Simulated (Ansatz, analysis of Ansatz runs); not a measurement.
# NaMnF4 (P2_1/c): a line between two Mn sites for an added hole

Aim: the energy barrier that a trapped hole meets when it moves from one Mn atom to another one nearby in NaMnF4 (P2_1/c). The model is a cell of 48 host atoms.

Main program and level: Ansatz 0.2.0; plane-wave PAW DFT, PBEsol+U; relaxation of all atoms of a supercell at fixed charge in a uniform background; PAW set soft_1.

**1. The starting structure**

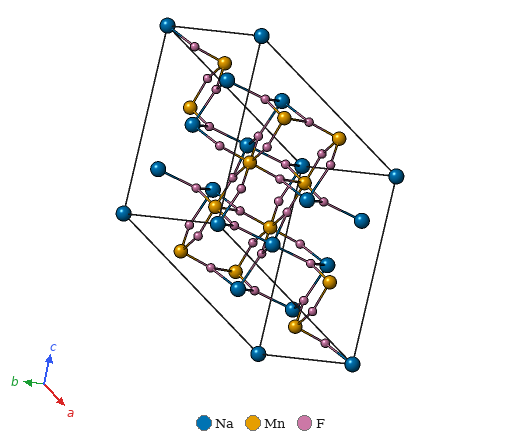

The starting structure, seen slightly off an axis (sodium blue, manganese orange, fluorine pink). Bonds to atoms that aren't drawn are left out. Some periodic images of atoms are drawn too.

The cell holds 48 atoms: 8 Na, 8 Mn and 32 F. Its edges and angles: a = 10.622 Å, b = 8.383 Å, c = 10.622 Å, α = 106.0°, β = 124.9°, γ = 105.4°. It derives from NaMnF4 (space group P2_1/c). Nearest the centre at fractional (0.250, 0.250, 0.000): F41 at 1.78 Å, F33 at 1.78 Å, F45 at 2.29 Å, F37 at 2.29 Å, F29 at 2.38 Å, F21 at 2.38 Å, Mn11 at 2.46 Å, Mn9 at 2.46 Å.

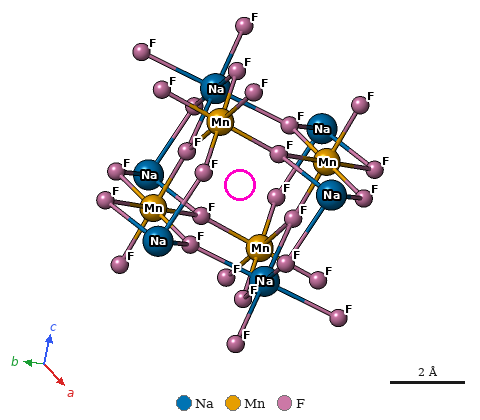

The atoms within 5 Å of the centre. A ring marks the centre wherever it is empty.

Hubbard terms: Mn d 4.0 eV. They were chosen, not fitted, to curb self-interaction in the shells named, the trial site's among them. The two sites are Mn11 and Mn9. The cell's shortest repeat is 8.4 Å. The host's moments were started antiferromagnetic in the unit cell, high spin; both sites carry the same spin direction.

**2. The cell without the carrier**

The neutral cell is relaxed first, from small random displacements, so that bond lengths and moments with the carrier can be set beside those of a relaxed cell without it.

File neutral.relax/input.yaml:

```yaml
crystal:
  lattice:
    - [-7.65226429, 4.91333815, 5.48807623]
    - [3.92236856, -4.91333873, 5.54576813]
    - [7.65226411, 4.91333852, -5.48807681]
  atoms:
    - { symbol: Na, position: [0.25, 0.25, 0.5] }
    - { symbol: Na, position: [0.25, 0.75, 0.0] }
    - { symbol: Na, position: [0.75, 0.25, 0.0] }
    - { symbol: Na, position: [0.75, 0.75, 0.5] }
    - { symbol: Na, position: [0.25, 0.0, 0.75] }
    - { symbol: Na, position: [0.25, 0.5, 0.25] }
    - { symbol: Na, position: [0.75, 0.0, 0.25] }
    - { symbol: Na, position: [0.75, 0.5, 0.75] }
    - { symbol: Mn, position: [0.0, 0.25, 0.75], spin: 4.0 }
    - { symbol: Mn, position: [0.0, 0.75, 0.25], spin: 4.0 }
    - { symbol: Mn, position: [0.5, 0.25, 0.25], spin: 4.0 }
    - { symbol: Mn, position: [0.5, 0.75, 0.75], spin: 4.0 }
    - { symbol: Mn, position: [0.0, 0.0, 0.0], spin: -4.0 }
    - { symbol: Mn, position: [0.0, 0.5, 0.5], spin: -4.0 }
    - { symbol: Mn, position: [0.5, 0.0, 0.5], spin: -4.0 }
    - { symbol: Mn, position: [0.5, 0.5, 0.0], spin: -4.0 }
    - { symbol: F, position: [0.135388, 0.20948, 0.228801] }
    - { symbol: F, position: [0.135388, 0.70948, 0.728801] }
    - { symbol: F, position: [0.635388, 0.20948, 0.728801] }
    - { symbol: F, position: [0.635388, 0.70948, 0.228801] }
    - { symbol: F, position: [0.019322, 0.04052, 0.675908] }
    - { symbol: F, position: [0.019322, 0.54052, 0.175908] }
    - { symbol: F, position: [0.519322, 0.04052, 0.175908] }
    - { symbol: F, position: [0.519322, 0.54052, 0.675908] }
    - { symbol: F, position: [0.364612, 0.29052, 0.771199] }
    - { symbol: F, position: [0.364612, 0.79052, 0.271199] }
    - { symbol: F, position: [0.864612, 0.29052, 0.271199] }
    - { symbol: F, position: [0.864612, 0.79052, 0.771199] }
    - { symbol: F, position: [0.480678, 0.45948, 0.324092] }
    - { symbol: F, position: [0.480678, 0.95948, 0.824092] }
    - { symbol: F, position: [0.980678, 0.45948, 0.824092] }
    - { symbol: F, position: [0.980678, 0.95948, 0.324092] }
    - { symbol: F, position: [0.447004, 0.26645, 0.054179] }
    - { symbol: F, position: [0.447004, 0.76645, 0.554179] }
    - { symbol: F, position: [0.947004, 0.26645, 0.554179] }
    - { symbol: F, position: [0.947004, 0.76645, 0.054179] }
    - { symbol: F, position: [0.287729, 0.483549, 0.930554] }
    - { symbol: F, position: [0.287729, 0.983549, 0.430554] }
    - { symbol: F, position: [0.787729, 0.483549, 0.430554] }
    - { symbol: F, position: [0.787729, 0.983549, 0.930554] }
    - { symbol: F, position: [0.052996, 0.23355, 0.945821] }
    - { symbol: F, position: [0.052996, 0.73355, 0.445821] }
    - { symbol: F, position: [0.552996, 0.23355, 0.445821] }
    - { symbol: F, position: [0.552996, 0.73355, 0.945821] }
    - { symbol: F, position: [0.212271, 0.016451, 0.069446] }
    - { symbol: F, position: [0.212271, 0.516451, 0.569446] }
    - { symbol: F, position: [0.712271, 0.016451, 0.569446] }
    - { symbol: F, position: [0.712271, 0.516451, 0.069446] }
basis:
  ecutwfc: 420
  xc_grid: 2
hamiltonian:
  xc: pbesol
  hubbard:
    sites: [{ species: Mn, l: d, u_eff: 4.0 }]
    projectors: ortho-atomic
  pseudopotentials: { kind: paw, azcp: { folder: soft_1 }, xc_functional: pbe }
kpoints:
  mp_grid: { grid: [1, 1, 1] }
magnetization:
  spin_polarized: true
  initial_magnetization: 0
  spin_locking: { lock_magnetization: hard }
scf:
  occupations: { method: fermi_dirac, width: 0.01 }
  max_iter: 120
  lower_state_search: "off"
output:
  forces: true
relax:
  f_tol: 0.02
  max_steps: 70
  random_displacement: { amplitude: 0.04, seed: 4789 }
checkpoint:
  write: "../neutral.relax.run"
  compress: false
  write_wavefunctions: true
  write_every: 100000
```

Run with:

```sh
$ ansatz run input.yaml --threads 4 --pin off --max-ram 9420MiB --backend cpu --events-out ev --progress --plain --runs-dir out
```

Numbers of over 12 decimals in the logs are rounded to 6 here.

What it wrote:

```text
[... repeated set-up lines and file paths are left out, and long positions are rounded to six places ...]
Engine: ansatz 0.2.0, x86_64-unknown-linux-gnu
Pseudopotentials: kind: paw
Pseudopotential: Na, paw, valence charge 9, recommended cutoff 420 eV (normal), soft_1/Na.paw.azcp
Pseudopotential: Mn, paw, valence charge 15, recommended cutoff 420 eV (normal), soft_1/Mn.paw.azcp
Pseudopotential: F, paw, valence charge 7, recommended cutoff 420 eV (normal), soft_1/F.paw.azcp
Functional definition: PBEsol
  exchange = pbesol_x
  correlation = pbesol_c
Crystal: 48 atoms, lattice volume = 628.553 Å³
Basis set: ecut = 420 eV, 12265 PW (Γ), exchange–correlation on 144×120×144 points (8 copies of the dense FFT grid, shifted against one another)
Bands: 256, of which v1, the nominal top of the filled ones, is band 208 counted from 1 (207 counted from 0)
Symmetry: 1 space group operations
k-points: 1
Non-local potential: Na, projectors of the file, l = 0: 3, l = 1: 2, l = 2: 1
Non-local potential: Mn, projectors of the file, l = 0: 3, l = 1: 2, l = 2: 3, l = 3: 1
Non-local potential: F, projectors of the file, l = 0: 2, l = 1: 2, l = 2: 1
PAW form: soft (Blöchl's): semilocal exchange-correlation on the pseudo side does not see the compensation charge
PAW frozen core: Na, regenerated for the run's functional, and the local potential with it (the file was generated under x = pbe(κ = 0.804, μ = 0.219515), c = pbe(β = 0.066725))
PAW frozen core: Mn, regenerated for the run's functional, and the local potential with it (the file was generated under x = pbe(κ = 0.804, μ = 0.219515), c = pbe(β = 0.066725))
[...]
[... 3 atoms left out ...]
  atom  33  F     -0.00172001    -0.00042014     0.00069118
  [... 3 atoms left out ...]
  atom  37  F      0.00070396    -0.00039206    -0.00165423
  [... 3 atoms left out ...]
  atom  41  F     -0.00011947    -0.00045366    -0.00133704
  [... 3 atoms left out ...]
  atom  45  F     -0.00201170     0.00018353     0.00078414
[...]
max |Σ_I F_I| component: 1.72e-4 eV/Å
--- Band table (eV) ---
  k-point 0 ↑: bands = ["-78.3190", "-78.3188", "-78.3186", "-78.3175", [... 248 left out ...] "14.1907", "14.3206", "14.4003", "14.5117"]
  k-point 0 ↓: bands = ["-78.3195", "-78.3183", "-78.3181", "-78.3174", [... 248 left out ...] "14.1907", "14.3207", "14.4005", "14.5118"]
Occupation matrices written to <dir>
--- Relaxed structure (4 steps of the walk, 4 accepted, 0 SCFs on fresh bases) ---
  F+E_penalty+E_count = -68392.42041342 eV   max|allowed force component| = 2.217e-3 eV/Å
  atoms:
    - { symbol: Na, position: [0.250574, 0.250401, 0.500465] }
    - { symbol: Na, position: [0.250636, 0.750573, 0.000518] }
[...]
- { symbol: Na, position: [0.250621, 0.000444, 0.750529] }
    - { symbol: Na, position: [0.250749, 0.500501, 0.250687] }
[...]
- { symbol: Mn, position: [0.000687, 0.250542, 0.750582] }
    [... 1 atom left out ...]
    - { symbol: Mn, position: [0.500687, 0.250510, 0.250553] }
[...]
- { symbol: F, position: [0.020128, 0.041014, 0.677031] }
[...]
- { symbol: F, position: [0.481322, 0.460033, 0.324296] }
[...]
- { symbol: F, position: [0.447613, 0.266717, 0.054643] }
    [... 3 atoms left out ...]
    - { symbol: F, position: [0.288623, 0.484375, 0.931434] }
    [... 3 atoms left out ...]
    - { symbol: F, position: [0.053595, 0.234371, 0.946459] }
    [... 3 atoms left out ...]
    - { symbol: F, position: [0.212833, 0.016850, 0.069913] }
    [... 3 atoms left out ...]
[key lines of the parts left out:]
SCF converged after 7 iterations
Magnetization: 0.0000 μB (208.0000 up, 208.0000 down)
Free energy (F): -68392.420413 eV
Fermi energy:    3.453364 (↑ 3.453262, ↓ 3.453466) eV
```

Run time: 26 s. Hardware: 4 threads of Intel Xeon at 2.60GHz (Ice Lake), shared host; peak memory 1.3 GiB.

The largest displacement from an ideal site is 0.006 Å.

(Continued in part 2 of 3.)

[Logs are printed without paths, hosts, clocks, repeated set-up lines and the standing remarks that a program may print on its own settings, such as how far it seeks lower states.]

[Hosts, paths, dates, database ids (printed as entryN), source tags and the programs' standing remarks are cut or masked in the printed files.]
